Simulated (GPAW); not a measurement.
**Calculation of the molecule and its ions, with input and output: SnF$_{2}$**

The run: calculation of the molecule and its ions of SnF$_{2}$. Method and program: RPBE/dzp, scalar-relativistic datasets (GPAW 26.7.0).

The geometry comes from this level: GFN2-xTB.

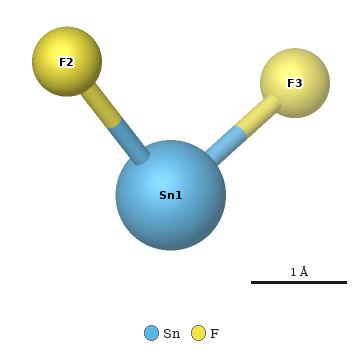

The input geometry (ball-and-stick view, seen at a tilt; atoms are numbered from 1 in the order of the input). Sticks mark near contacts. Bond lengths as drawn: F–Sn 2.08 Å.

## The input (calc.py)
```python
from ase.io import read
from gpaw import GPAW

# Structure
molecule = read('f2sn.xyz')
molecule.center(vacuum=4.5)

energies = {}
for name, charge, unpaired in [('neutral', 0, 0), ('oxidised', 1, 1)]:
    molecule.set_initial_magnetic_moments([unpaired / len(molecule)] * len(molecule))
    calc = GPAW(mode='lcao',
                basis='dzp',
                h=0.22,
                xc='RPBE',
                charge=charge,
                occupations={'name': 'fermi-dirac', 'width': 0.0, 'fixmagmom': unpaired > 0},
                maxiter=100,
                symmetry='off',
                txt=f'{name}.txt')
    molecule.calc = calc
    energies[name] = molecule.get_potential_energy()
    print(f'{name:10} {energies[name]:12.5f} eV')

ip = energies['oxidised'] - energies['neutral']
print(f'Vertical IP: {ip:.3f} eV')
```

## File f2sn.xyz
```
3

Sn     0.005290    -0.007560    -0.865150
F      1.618310    -0.021230     0.443060
F     -1.623610     0.028790     0.422090
```

Hardware: 1 thread of Arm Neoverse V2, 24 GiB of memory available, shared host.

Launch command:
```bash
python3 calc.py
```

## Output
```
neutral       -10.06927 eV
oxidised        0.44670 eV
Vertical IP: 10.516 eV
```

## Summary

```csv
quantity,value
outcome,converged
ionisation energy,10.52 eV
wall time,13 s
peak memory,0.48 GiB
```

## Remarks

On so coarse a grid the energy depends on the position of the molecule, which gives spurious forces.
